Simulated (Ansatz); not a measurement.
CdSe (zinc blende), conventional cell a = 6.196 Å, b = 6.196 Å, c = 6.196 Å, α = 90.00°, β = 90.00°, γ = 90.00°. The calculation uses the primitive cell of 2 atoms, to which meshes and values per cell refer.

E(V) scan at fixed shape, V₀ the volume above. Symmetry pins the atoms to their sites.

All values below come from PBE (plane waves to 420 eV, PAW, scalar-relativistic; Ansatz, an electronic-structure program). k mesh 9×9×9 (Γ-centred), Fermi-Dirac smearing 0.05 eV. Energies are smeared free energies. CdSe was relaxed with its symmetry unable to fall. The PAW data are Ansatz's earlier set. The zero of ΔE is the relaxed starting cell.

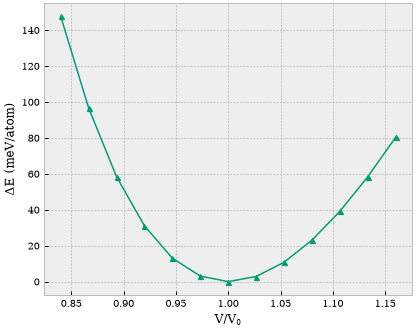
Figure. ΔE (meV/atom) against V/V₀; computed points joined by lines.

Question: What is ΔE at V/V₀ = 0.840?

Answer: About 150 meV/atom.

Question: What is ΔE at V/V₀ = 1.160?

Answer: About 80 meV/atom.

Question: What bulk modulus B₀ follows from a third-order Birch-Murnaghan fit?

Answer: About 45 GPa.

(Under strain, the slope of the energy per volume gives the stress and its curvature an elastic modulus.)
